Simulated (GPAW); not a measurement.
**STM contrast on ZrGe2P4 monolayer**

What would a tunnelling microscope show on ZrGe2P4 monolayer?

Calculated with GPAW 26.7.0; GPAW, PAW setups; layer in a repeated cell with vacuum, relaxation of atoms and in-plane cell, in the first sound run; inputs show where later runs differ.

### 1. Set-up

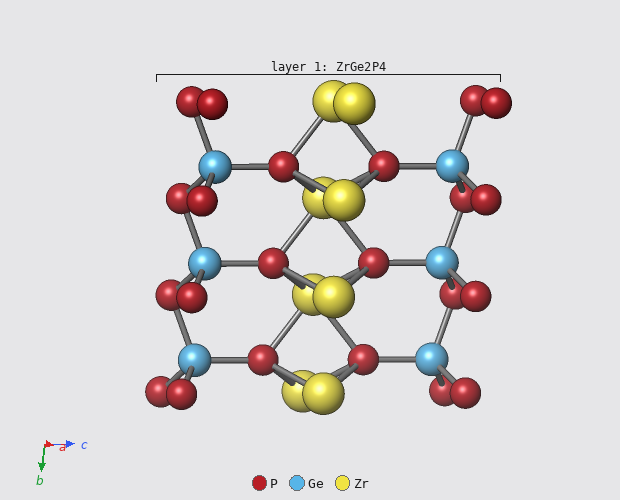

The starting structure, seen from the side, with the c axis across the page (phosphorus red, germanium blue, zirconium yellow). 1×3×1 cells are drawn. Bonds to atoms that aren't drawn are left out. Some periodic images of atoms are drawn too.

The cell holds 7 atoms: 4 P, 2 Ge and 1 Zr. Its edges and angles: a = 3.580 Å, b = 3.580 Å, c = 27.143 Å, α = 90.0°, β = 90.0°, γ = 120.0°. Vacuum lies along c.

### 2. Relaxing the atoms

The atoms are relaxed first, since the surface dipole, and with it the work function, follows the positions of the outer layers.

Input file run.py:

```python
import json
import numpy as np
from ase import Atoms
from ase.filters import FrechetCellFilter
from ase.optimize import BFGS
from gpaw import GPAW, PW

slab = Atoms(
    ['P', 'Ge', 'P', 'Zr', 'P', 'Ge', 'P'],
    positions=[
        [0.00000, 0.00000, 9.00000],
        [-0.00000, 2.06691, 9.75357],
        [-0.00000, 2.06691, 11.95357],
        [0.00000, 0.00000, 13.57174],
        [-0.00000, 2.06691, 15.18992],
        [-0.00000, 2.06691, 17.38992],
        [0.00000, 0.00000, 18.14349]],
    cell=[[3.58, 0.0, 0.0], [-1.79, 3.10037, 0.0], [0.0, 0.0, 27.1435]],
    pbc=[True, True, True])

slab.calc = GPAW(mode=PW(600), xc='PBE', kpts={'size': (9, 9, 1), 'gamma': True},
                 occupations={'name': 'fermi-dirac', 'width': 0.05}, nbands='200%',
                 convergence={'density': 1e-05}, maxiter=200,
                 symmetry={'tolerance': 1e-3}, txt='slab.txt')
result = {}
# The in-plane cell is free; stress needs a cell that repeats along all three vectors
path = []
opt = BFGS(FrechetCellFilter(slab, mask=[1, 1, 0, 0, 0, 1]), maxstep=0.2)
opt.attach(lambda: path.append((slab.get_potential_energy(), slab.positions.tolist(), slab.get_forces().tolist())))
result['relaxed'] = bool(opt.run(fmax=0.02, steps=45))
result['path'] = path
result['cell'] = slab.cell.tolist()
print('in-plane lattice', slab.cell.cellpar().round(4)[[0, 1, 5]])
energy = slab.get_potential_energy()
fermi = slab.calc.get_fermi_level()
v = slab.calc.get_electrostatic_potential().mean((0, 1)) - fermi
n = slab.calc.get_pseudo_density().mean((0, 1))
L = slab.cell[2, 2]
z = np.arange(len(v)) * L / len(v)
low, high = slab.positions[:, 2].min(), slab.positions[:, 2].max()
below, above = np.interp([low - 6.8, high + 6.8], z, v)
slopes = [np.interp(x, z, np.gradient(v, z)) for x in (low - 6.8, high + 6.8)]
eps = np.array([[slab.calc.get_eigenvalues(k, s) for k in range(len(slab.calc.get_ibz_k_points()))]
                for s in range(slab.calc.get_number_of_spins())]) - fermi
top, bottom = eps[eps < 0].max(), eps[eps > 0].min()
dipole = slab.get_dipole_moment()[2]
print(f'energy {energy:.4f} eV, Fermi level {fermi:.4f} eV, dipole {dipole:.5f} e A')
print(f'potential 6.8 A off the faces, from the Fermi level: lower {below:.4f} eV, upper {above:.4f} eV')
print(f'slope of the potential there: lower {slopes[0]:.5f}, upper {slopes[1]:.5f} eV/A')
print(f'nearest levels on the mesh: {top:.4f} and {bottom:.4f} eV')
print('magnetic moment', round(slab.get_magnetic_moment(), 3))
result.update(energy=energy, fermi=fermi, dipole=dipole, below=below, above=above, slopes=slopes, edges=[top, bottom],
              z=z.tolist(), v=v.tolist(), n=n.tolist(), positions=slab.positions.tolist(),
              forces=slab.get_forces(apply_constraint=False).tolist(), moments=slab.get_magnetic_moments().tolist())
json.dump(result, open('result.json', 'w'))
```

On the command line:

```sh
> OMP_NUM_THREADS=1 OPENBLAS_NUM_THREADS=1 python run.py
```

Log:

```text
Step          Energy          fmax
BFGS:    0      -38.109303        3.446963
BFGS:    1      -38.678897        2.790863
BFGS:    2      -39.613292        0.936668
BFGS:    3      -39.648404        0.685308
BFGS:    4      -39.764833        0.481930
BFGS:    5      -39.804308        0.387857
BFGS:    6      -39.824945        0.284585
BFGS:    7      -39.830078        0.151286
BFGS:    8      -39.831506        0.034414
BFGS:    9      -39.831619        0.007516
in-plane lattice [  3.7364   3.7364 120.    ]
energy -39.8298 eV, Fermi level -0.4709 eV, dipole 0.00148 e A
potential 6.8 A off the faces, from the Fermi level: lower 5.5840 eV, upper 5.5845 eV
slope of the potential there: lower -0.00022, upper -0.00006 eV/A
nearest levels on the mesh: -0.0943 and 0.1356 eV
magnetic moment 0.0
```

It took 10 min on 1 thread of AMD EPYC 9R14 (Zen 4), shared host; peak memory 0.7 GiB.

This step gave:

```
dipole along the normal                    : 0.001481 e·Å
levels nearest the Fermi level on the mesh : -0.09430, 0.1356 eV from the Fermi level
```

The electrostatic potential energy of an electron (without an applied field's), less the Fermi level, planar mean oscillates, so the rows of the table below give means over windows of 1.78 Å about each position, cut where the curve ends. Its maxima inside the range that stand out by 2 % of the span (Å: eV): 9.2: -9.71, 10.9: 2.59, 12.7: -4.88, 14.4: -4.88, 16.2: 2.59, 18.0: -9.71. Its minima: 8.7: -12.3, 9.7: -13.1, 12.1: -10.2, 13.6: -16.3, 15.0: -10.2, 17.5: -13.1, 18.4: -12.3.

Table of electrostatic potential energy of an electron (without an applied field's), less the Fermi level, planar mean by z; means over each step:

```
z (Å)  electrostatic potential energy of an electron (without an applied field's), less the Fermi level, planar mean (eV)
 0.89                                                                                                                5.58
 2.67                                                                                                                5.58
 4.45                                                                                                                5.58
 6.23                                                                                                                5.50
 8.01                                                                                                               -1.92
 9.79                                                                                                               -7.97
11.57                                                                                                               -3.04
13.35                                                                                                               -10.1
15.13                                                                                                               -4.98
16.91                                                                                                               -4.83
18.69                                                                                                               -5.64
20.47                                                                                                                5.28
22.25                                                                                                                5.58
24.03                                                                                                                5.58
25.81                                                                                                                5.58
```

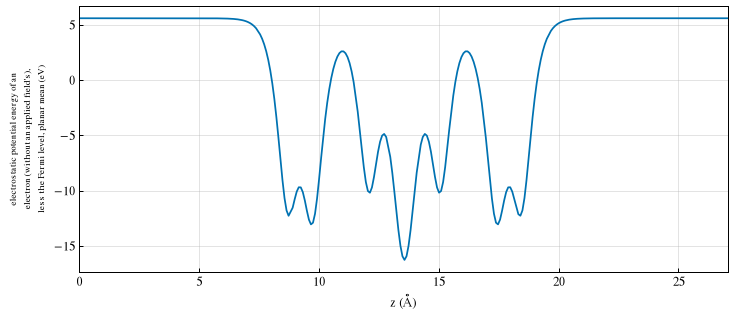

Electrostatic potential energy of an electron (without an applied field's), less the Fermi level, planar mean against z.

The pseudo valence density, planar mean oscillates, so the rows of the table below give means over windows of 2.5 Å about each position, cut where the curve ends. Its maxima inside the range that stand out by 2 % of the span (Å: e/Å³): 9.2: 0.412, 10.2: 0.219, 13.6: 0.894, 17.0: 0.219, 18.0: 0.412. Its minima: 9.8: 0.0823, 10.9: 0.121, 16.3: 0.121, 17.3: 0.0823.

Table of pseudo valence density, planar mean by z; means over each step:

```
z (Å)  pseudo valence density, planar mean (e/Å³)
  2.5                                           0
  5.0                                      2.3e-4
  7.5                                       0.101
 10.0                                       0.212
 12.5                                       0.409
 15.0                                       0.308
 17.5                                       0.229
 20.0                                      0.0640
 22.5                                      8.3e-5
```

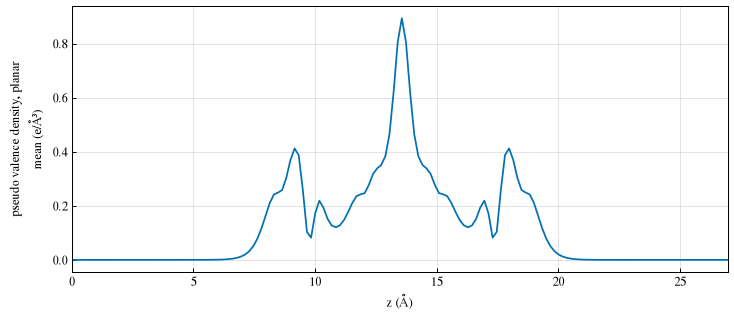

Pseudo valence density, planar mean, plotted against z.

The relaxation lowered the energy of the cell by 1.73 eV (energies extrapolated to zero smearing; the optimiser's log prints free energies). The largest force left on a free atom is 0.0075 eV/Å.

### 3. Plane waves, PBE

The work function is the vacuum plateau of the electrostatic potential less the Fermi level; a dipole layer lets the two faces have plateaus of their own.

This step: GPAW, PAW setups; slab in vacuum (GPAW 26.7.0).

The cell differs from the one that the last finished run ended in (c 27.143 → 27.749 Å).

Input file run.py:

```python
import json
import numpy as np
from ase import Atoms
from ase.dft.stm import STM
from gpaw import GPAW, PW

slab = Atoms(
    ['P', 'Ge', 'P', 'Zr', 'P', 'Ge', 'P'],
    positions=[
        [0.00000, 0.00000, 9.00000],
        [-0.00000, 2.15720, 10.03934],
        [-0.00000, 2.15720, 12.38629],
        [0.00000, 0.00000, 13.87462],
        [-0.00000, 2.15720, 15.36297],
        [-0.00000, 2.15720, 17.70991],
        [0.00000, 0.00000, 18.74926]],
    cell=[[3.73638, 0.0, 0.0], [-1.86819, 3.2358, 0.0], [0.0, 0.0, 27.7493]],
    pbc=[True, True, False])

slab.calc = GPAW(mode=PW(400), xc='PBE', kpts={'size': (9, 9, 1), 'gamma': True},
                 occupations={'name': 'fermi-dirac', 'width': 0.05}, nbands='200%',
                 convergence={'density': 1e-05}, maxiter=200,
                 poissonsolver={'dipolelayer': 'xy'},
                 symmetry={'tolerance': 1e-3}, txt='slab.txt')
result = {}
energy = slab.get_potential_energy()
fermi = slab.calc.get_fermi_level()
v = slab.calc.get_electrostatic_potential().mean((0, 1)) - fermi
n = slab.calc.get_pseudo_density().mean((0, 1))
L = slab.cell[2, 2]
z = np.arange(len(v)) * L / len(v)
low, high = slab.positions[:, 2].min(), slab.positions[:, 2].max()
below, above = np.interp([low - 6.8, high + 6.8], z, v)
slopes = [np.interp(x, z, np.gradient(v, z)) for x in (low - 6.8, high + 6.8)]
eps = np.array([[slab.calc.get_eigenvalues(k, s) for k in range(len(slab.calc.get_ibz_k_points()))]
                for s in range(slab.calc.get_number_of_spins())]) - fermi
top, bottom = eps[eps < 0].max(), eps[eps > 0].min()
dipole = slab.get_dipole_moment()[2]
print(f'energy {energy:.4f} eV, Fermi level {fermi:.4f} eV, dipole {dipole:.5f} e A')
print(f'potential 6.8 A off the faces, from the Fermi level: lower {below:.4f} eV, upper {above:.4f} eV')
print(f'slope of the potential there: lower {slopes[0]:.5f}, upper {slopes[1]:.5f} eV/A')
print(f'nearest levels on the mesh: {top:.4f} and {bottom:.4f} eV')
print('magnetic moment', round(slab.get_magnetic_moment(), 3))
result.update(energy=energy, fermi=fermi, dipole=dipole, below=below, above=above, slopes=slopes, edges=[top, bottom],
              z=z.tolist(), v=v.tolist(), n=n.tolist(), positions=slab.positions.tolist(),
              forces=slab.get_forces(apply_constraint=False).tolist(), moments=slab.get_magnetic_moments().tolist())

# Images need the states of the whole zone, up to time reversal
slab.calc = slab.calc.fixed_density(symmetry={'point_group': False}, txt='states.txt', nbands='290%',
                                    convergence={'bands': 'CBM+1.8'})
stm = STM(slab)
result['stm'] = []
for bias in [-2.0, -1.0, 1.5]:
    height = high + 3.0
    current = stm.get_averaged_current(bias, height)
    x, y, h = stm.scan(bias, current)
    i, f = divmod(height / L * stm.ldos.shape[2], 1)
    I = abs((1 - f) * stm.ldos[:, :, int(i)] + f * stm.ldos[:, :, int(i) + 1])
    print(f'bias {bias} V: mean current at 3.0 A {current:.4e}, corrugation {np.ptp(h):.4f} A')
    result['stm'].append(dict(bias=bias, current=current, h=(h - high).tolist(), I=I.tolist()))
json.dump(result, open('result.json', 'w'))
```

Log:

```text
energy -39.7539 eV, Fermi level -0.5827 eV, dipole 0.00079 e A
potential 6.8 A off the faces, from the Fermi level: lower 5.5773 eV, upper 5.5920 eV
slope of the potential there: lower -0.00009, upper 0.00009 eV/A
nearest levels on the mesh: -0.0948 and 0.1358 eV
magnetic moment 0.0
bias -2.0 V: mean current at 3.0 A 1.4063e-04, corrugation 0.5354 A
bias -1.0 V: mean current at 3.0 A 6.7364e-05, corrugation 0.5003 A
bias 1.5 V: mean current at 3.0 A 2.1989e-05, corrugation 0.2483 A
```

Wall time 2.5 min (1 thread); peak memory 0.63 GiB.

Numbers from this step:

```
dipole along the normal                    : 7.88e-4 e·Å
levels nearest the Fermi level on the mesh : -0.09480, 0.1358 eV from the Fermi level
upper work function                        : 5.592 eV
lower work function                        : 5.577 eV
corrugation -2                             : 0.5354 Å
corrugation -1                             : 0.5003 Å
corrugation 1.5                            : 0.2483 Å
```

The electrostatic potential energy of an electron (without an applied field's), less the Fermi level, planar mean oscillates, so the rows of the table below give means over windows of 1.73 Å about each position, cut where the curve ends. Its maxima inside the range that stand out by 2 % of the span (Å: eV): 9.5: -9.70, 11.3: 2.60, 13.0: -4.88, 14.7: -4.88, 16.5: 2.61, 18.2: -9.69. Its minima: 9.1: -12.2, 10.0: -13.1, 12.4: -10.1, 13.9: -16.3, 15.4: -10.1, 17.8: -13.1, 18.6: -12.2.

Electrostatic potential energy of an electron (without an applied field's), less the Fermi level, planar mean against z; means over each step:

```
z (Å)  electrostatic potential energy of an electron (without an applied field's), less the Fermi level, planar mean (eV)
 0.86                                                                                                                5.58
 2.59                                                                                                                5.58
 4.32                                                                                                                5.58
 6.05                                                                                                                5.56
 7.78                                                                                                                2.90
 9.51                                                                                                               -10.8
11.24                                                                                                              -0.561
12.97                                                                                                               -8.89
14.70                                                                                                               -9.24
16.43                                                                                                              -0.580
18.16                                                                                                               -10.8
19.89                                                                                                                2.42
21.62                                                                                                                5.57
23.35                                                                                                                5.59
25.08                                                                                                                5.59
26.81                                                                                                                5.59
```

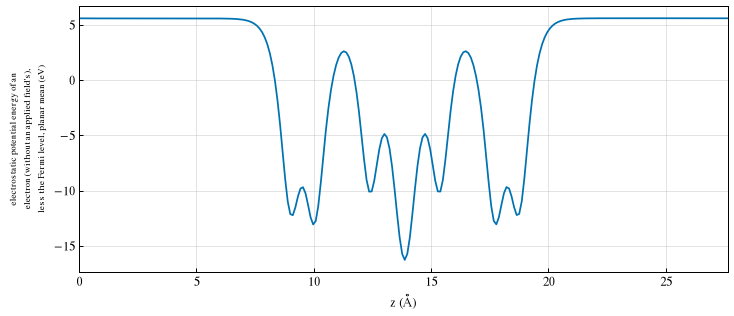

Electrostatic potential energy of an electron (without an applied field's), less the Fermi level, planar mean, plotted against z.

The pseudo valence density, planar mean oscillates, so the rows of the table below give means over windows of 2.5 Å about each position, cut where the curve ends. Its maxima inside the range that stand out by 2 % of the span (Å: e/Å³): 9.5: 0.413, 10.4: 0.209, 13.9: 0.893, 17.3: 0.209, 18.2: 0.413. Its minima: 10.2: 0.103, 11.1: 0.123, 16.7: 0.123, 17.6: 0.103.

Pseudo valence density, planar mean against z; means over each step:

```
z (Å)  pseudo valence density, planar mean (e/Å³)
  2.5                                           0
  5.0                                      9.8e-5
  7.5                                      0.0693
 10.0                                       0.227
 12.5                                       0.324
 15.0                                       0.393
 17.5                                       0.214
 20.0                                      0.0952
 22.5                                      2.0e-4
 25.0                                           0
```

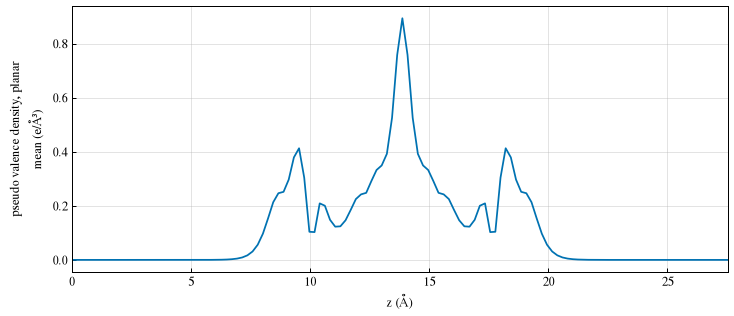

Pseudo valence density, planar mean against z.

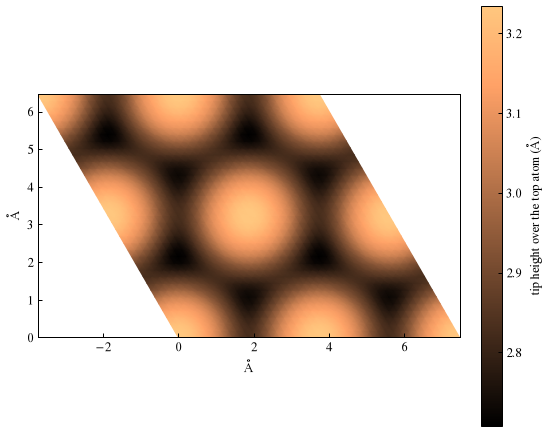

Tip height over the top atom over a1 and a2. Sample bias -2 V, constant current at the mean current 3.0 Å over the top atom. The cell is repeated, with its origin at the lower left corner.

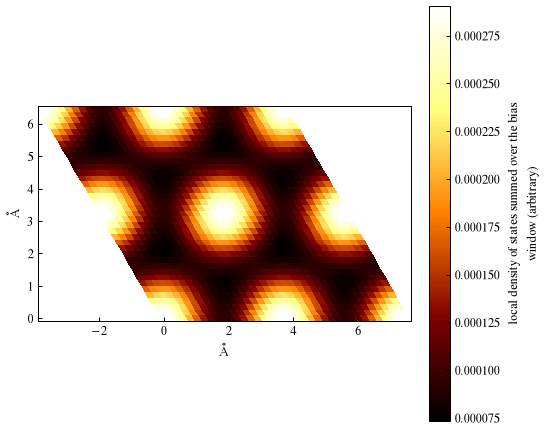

Local density of states summed over the bias window over a1 and a2. Sample bias -2 V, constant height 3.0 Å over the top atom. The cell is repeated, with its origin at the lower left corner.

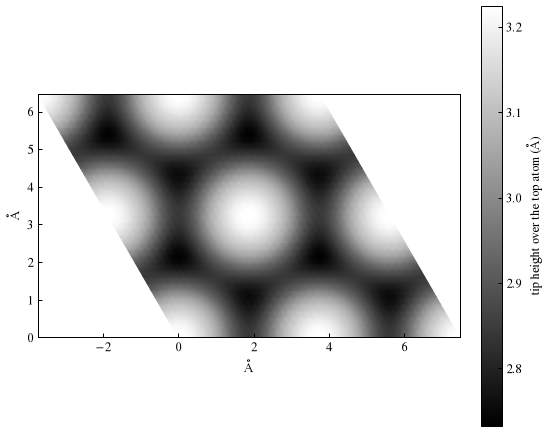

Tip height over the top atom over a1 and a2. Sample bias -1 V, constant current at the mean current 3.0 Å over the top atom. The cell is repeated, with its origin at the lower left corner.

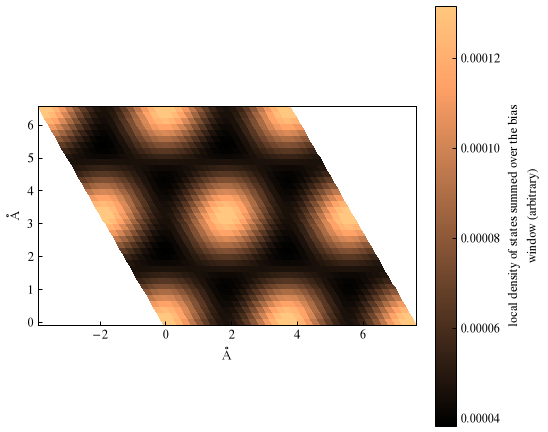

Local density of states summed over the bias window over a1 and a2. Sample bias -1 V, constant height 3.0 Å over the top atom. The cell is repeated, with its origin at the lower left corner.

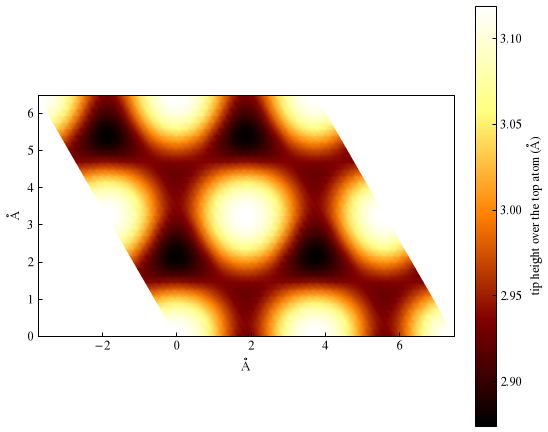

Tip height over the top atom over a1 and a2. Sample bias 1.5 V, constant current at the mean current 3.0 Å over the top atom. The cell is repeated, with its origin at the lower left corner.

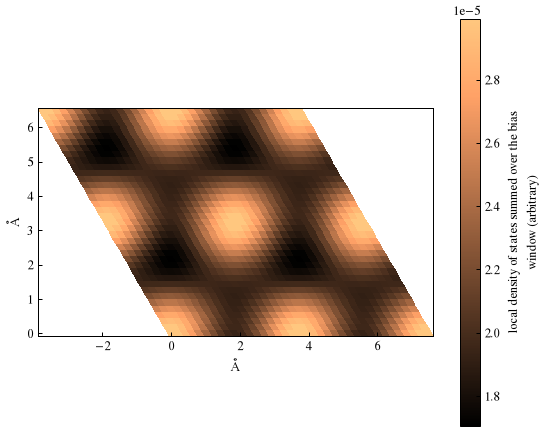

Local density of states summed over the bias window over a1 and a2. Sample bias 1.5 V, constant height 3.0 Å over the top atom. The cell is repeated, with its origin at the lower left corner.

The potential is flat to 9.1e-5 eV/Å where it is read, so the vacuum is wide enough.

### 4. A changed run

One more run, with changed settings.

Changes to run.py since step 3:

```diff
@@ -3,3 +3,2 @@
 from ase import Atoms
-from ase.dft.stm import STM
 from gpaw import GPAW, PW
@@ -17,3 +16,3 @@
     cell=[[3.73638, 0.0, 0.0], [-1.86819, 3.2358, 0.0], [0.0, 0.0, 27.7493]],
-    pbc=[True, True, False])
+    pbc=[True, True, True])
 
@@ -21,3 +20,3 @@
                  occupations={'name': 'fermi-dirac', 'width': 0.05}, nbands='200%',
-                 convergence={'density': 1e-05}, maxiter=200,
+                 convergence={'density': 1e-05}, maxiter=100,
                  poissonsolver={'dipolelayer': 'xy'},
@@ -46,16 +45,2 @@
               forces=slab.get_forces(apply_constraint=False).tolist(), moments=slab.get_magnetic_moments().tolist())
-
-# Images need the states of the whole zone, up to time reversal
-slab.calc = slab.calc.fixed_density(symmetry={'point_group': False}, txt='states.txt', nbands='290%',
-                                    convergence={'bands': 'CBM+1.8'})
-stm = STM(slab)
-result['stm'] = []
-for bias in [-2.0, -1.0, 1.5]:
-    height = high + 3.0
-    current = stm.get_averaged_current(bias, height)
-    x, y, h = stm.scan(bias, current)
-    i, f = divmod(height / L * stm.ldos.shape[2], 1)
-    I = abs((1 - f) * stm.ldos[:, :, int(i)] + f * stm.ldos[:, :, int(i) + 1])
-    print(f'bias {bias} V: mean current at 3.0 A {current:.4e}, corrugation {np.ptp(h):.4f} A')
-    result['stm'].append(dict(bias=bias, current=current, h=(h - high).tolist(), I=I.tolist()))
 json.dump(result, open('result.json', 'w'))
```

Log:

```text
AssertionError
```

The job ended after 0.96 s (1 thread; peak memory 0.15 GiB).

The program refused the input before any cycle.

The fault put into the input: a dipole layer in a cell that repeats along the normal (pbc_z = true).

### 5. What came out

| Item | Value |
| --- | --- |
| work function, upper and lower face | 5.592 and 5.577 eV |
| dipole along the normal | 7.9e-4 e Å, near the numerical noise |
| corrugation at -2 V | 0.535 Å |
| corrugation at -1 V | 0.500 Å |
| corrugation at 1.5 V | 0.248 Å |

The corrugation at constant current is largest at -2 V, where the tip height varies by 0.54 Å over the cell. Negative sample bias images filled states, positive bias empty ones. The images are of Tersoff-Hamann type: an s-wave tip, no tip-sample forces, heights closer than in a microscope. The starting lattice was a guess from atomic radii; the relaxation moved it by 4 %. The small printed dipole stands for a step of -12 meV from the lower to the upper face, and the probes find 15 meV; values this small are near the numerical noise of both. The layer's cell and atoms come from the relaxation; spin-orbit coupling and temperature are left out.

[Logs are printed without paths, hosts, clocks, repeated set-up lines and the standing remarks that a program may print on its own settings, such as how far it seeks lower states.]

[Hosts, paths, dates, database ids (printed as entryN), source tags and the programs' standing remarks are cut or masked in the printed files.]
